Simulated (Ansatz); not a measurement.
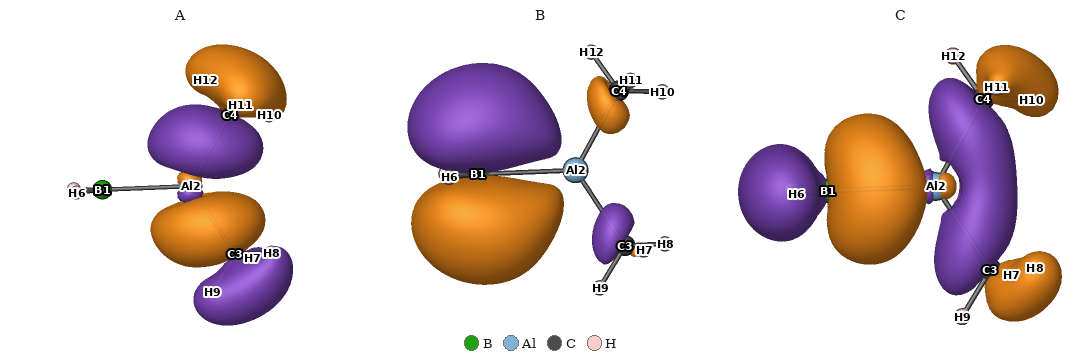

Figure 1: C2H8AlB (SMILES [BH2][Al]([CH3])[CH3]). Three frontier orbitals at ±0.08 Å⁻³ᐟ² (orange and purple are the two phases), in no order.

Geometry: PBE0-D4/def2-TZVP.

Theory: Ansatz 0.2.0, RKS PBE0-D4/def2-TZVPP.

```xyz
12

B    -1.0884    1.9622   -0.2438
Al   -0.0667    0.1147   -0.0104
C     0.0201   -0.7803    1.7355
C     0.8262   -0.7380   -1.5378
H    -2.2585    2.0410   -0.5087
H    -0.5537    3.0322   -0.1227
H    -0.6552   -1.6449    1.7395
H     1.0238   -1.1726    1.9296
H    -0.2646   -0.1446    2.5772
H     0.8225   -1.8290   -1.4546
H     1.8785   -0.4288   -1.5653
H     0.3931   -0.4674   -2.5042
```

### Order the three orbitals by energy and name them.

A is the HOMO−1 (−7.69 eV). Its weight (Hirshfeld) is mainly on C4 (about 30 %), C3 (about 30 %) and Al2 (about 20 %). C is the HOMO (−6.98 eV). By Hirshfeld shares it lies mainly on B1 (about 40 %), Al2 (about 25 %), C3 (about 10 %) and C4 (about 10 %). B is the LUMO (−2.06 eV). Its weight (Hirshfeld) is mainly on B1 (about 65 %), H6 (about 5 %) and H5 (about 5 %).

### What is the HOMO–LUMO gap?

4.92 eV between the orbital energies.
